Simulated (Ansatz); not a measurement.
# B2H6O2: phonon calculation

The run: phonon calculation of B2H6O2, SMILES [BH2-]1[OH+][BH2-][OH+]1. Method and program: RKS PBE0-D4/def2-TZVP (Ansatz 0.2.0).

The geometry comes from this level: PBE0-D4/def2-TZVP. Figures and captions count atoms from 1; the log counts them from 0 in places.

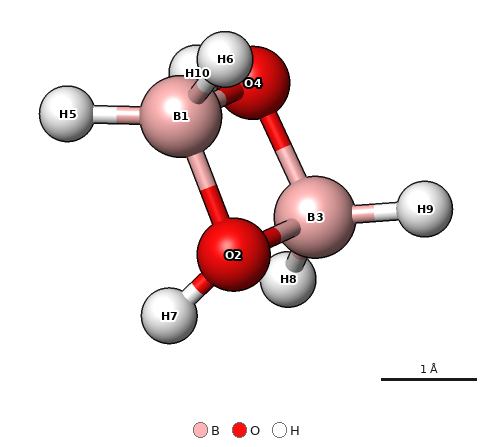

The input geometry (ball-and-stick view, seen at a tilt; atoms are numbered from 1 in the order of the input). Bond lengths as drawn: B–H 1.20 Å, B–O 1.56 Å and H–O 0.96 Å.

Input file:
```yaml
crystal:
  periodic: [false, false, false]
  atoms:
    - {symbol: B, position_ang: [-0.454259, 0.871137, -0.485050]}
    - {symbol: O, position_ang: [-1.010072, -0.446178, 0.134133]}
    - {symbol: B, position_ang: [0.389650, -0.696174, 0.771245]}
    - {symbol: O, position_ang: [0.974608, 0.554687, 0.049583]}
    - {symbol: H, position_ang: [-0.497791, 0.855820, -1.688216]}
    - {symbol: H, position_ang: [-0.907887, 1.818899, 0.085919]}
    - {symbol: H, position_ang: [-1.225792, -1.099256, -0.535725]}
    - {symbol: H, position_ang: [0.888084, -1.718036, 0.374889]}
    - {symbol: H, position_ang: [0.345254, -0.508439, 1.951425]}
    - {symbol: H, position_ang: [1.581305, 0.316341, -0.655305]}
basis:
  gaussian: {orbitals: def2-TZVP}
hamiltonian: {xc: pbe0, dispersion: d4}
phonons: {temperatures: {t_min: 298.15, t_max: 900, t_step: 200}}
```

Machine: 2 CPU threads, shared host.

The program's output:
```
Functional definition: PBE0
  name "PBE0"
  cite "Adamo & Barone, J. Chem. Phys. 110, 6158 (1999) doi:10.1063/1.478522"
  cite "Perdew, Burke & Ernzerhof, Phys. Rev. Lett. 77, 3865 (1996) doi:10.1103/PhysRevLett.77.3865"
  parent pbe
  parameter a = 0.25
  parameter kappa = 0.804
  parameter beta = 0.06672455060314922
  exchange = (1 - a)*pbe_x(kappa = kappa, mu = beta*pi^2/3) + a*exact_x
  correlation = pbe_c(beta = beta)
904 factors; their error is unknown
mean field evaluation 1: about -5536.9062 eV, gradient 5.4e1 eV
mean field evaluation 2: about -5532.6289 eV, gradient 7.5e1 eV
mean field evaluation 4: about -5542.0931 eV, gradient 1.9e0 eV
mean field evaluation 8: about -5542.0972 eV, gradient 3.0e-2 eV
mean field evaluation 16: about -5542.1008 eV, gradient 4.5e-5 eV
mean field -5542.10078765 eV, -203.6684473755 hartree, gradient 1.0e-5 eV, S^2 0.000000; 0 other end points of the search recorded, 0 dependent functions left out
the calculation of the forces begins
reference -5542.10081758 eV, -203.6684484751 hartree; 16, 16 occupied and 144, 144 virtual orbitals, 904 factors
these checks for a lower state are left out or cut short: stability, starts, cluster_reference, orbital_swaps, neighbouring_geometries, increment
904 factors; their error is unknown
mean field -5542.10074598 eV, -203.6684458440 hartree, gradient 1.3e-6 eV, S^2 0.000000; 0 other end points of the search recorded, 0 dependent functions left out
[... from here on the field's lines of each further geometry are left out, up to the last ...]
the calculation of the forces begins
reference -5542.10073524 eV, -203.6684454493 hartree; 16, 16 occupied and 144, 144 virtual orbitals, 904 factors
these checks for a lower state are left out or cut short: stability, starts, cluster_reference, orbital_swaps, neighbouring_geometries, increment
904 factors; their error is unknown
mean field evaluation 224: about -5542.1007 eV, gradient 9.9e-5 eV
mean field -5542.10070253 eV, -203.6684442473 hartree, gradient 1.3e-6 eV, S^2 0.000000; 0 other end points of the search recorded, 0 dependent functions left out
the calculation of the forces begins
reference -5542.10073246 eV, -203.6684453470 hartree; 16, 16 occupied and 144, 144 virtual orbitals, 904 factors
Total energy: -5542.21950922 eV, -203.6728103124 hartree
Atom 0 at    -0.454259     0.871137    -0.485050 Å, force     0.001053    -0.002280    -0.002603 eV/Å
Atom 1 at    -1.010072    -0.446178     0.134133 Å, force     0.000145     0.000954     0.001070 eV/Å
Atom 2 at     0.389650    -0.696174     0.771245 Å, force     0.000607    -0.001504    -0.003233 eV/Å
Atom 3 at     0.974608     0.554687     0.049583 Å, force    -0.000769     0.000469     0.001125 eV/Å
Atom 4 at    -0.497791     0.855820    -1.688216 Å, force     0.000468    -0.000823     0.001317 eV/Å
Atom 5 at    -0.907887     1.818899     0.085919 Å, force    -0.000518     0.001211     0.002040 eV/Å
Atom 6 at    -1.225792    -1.099256    -0.535725 Å, force    -0.000158    -0.000567    -0.000568 eV/Å
Atom 7 at     0.888084    -1.718036     0.374889 Å, force    -0.000714     0.001385    -0.000450 eV/Å
Atom 8 at     0.345254    -0.508439     1.951425 Å, force    -0.000608     0.001357     0.001920 eV/Å
Atom 9 at     1.581305     0.316341    -0.655305 Å, force     0.000495    -0.000202    -0.000618 eV/Å
Dipole moment:     0.137223    -0.312868    -0.482502 e Å
Vibrations: 116.89 581.48 589.73 722.51 729.79 738.10 776.40 819.08 845.78 858.47 971.82 1064.54 1065.44 1130.01 1160.47 1201.32 1219.15 1243.18 2525.23 2540.44 2628.04 2635.84 3881.24 3883.89 cm⁻¹, zero-point energy 2.103319 eV
```

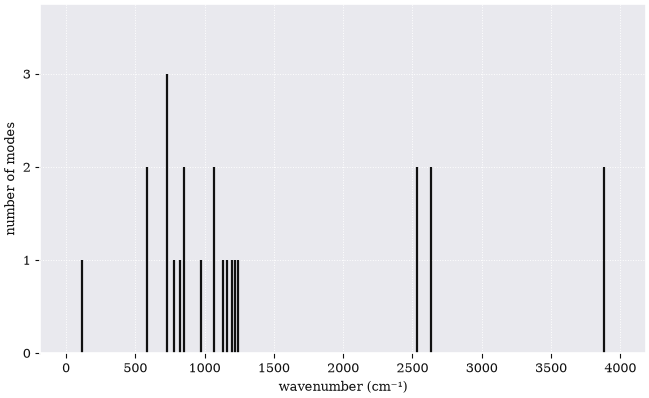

Harmonic vibrational wavenumbers from the force constants; neighbouring modes closer than 17 cm⁻¹ are counted in one stick. 24 modes from 117 to 3884 cm⁻¹, none imaginary.

Summary:

- outcome: converged
- total energy: −5542.2195 eV
- mean-field energy: −5542.1008 eV
- dispersion energy: −0.1187 eV
- largest force (length of the vector): 0.004 eV/Å
- dipole moment: 2.84 D
- wall time: 55 s (CPU time 1.7 min)
- peak memory: 0.32 GiB
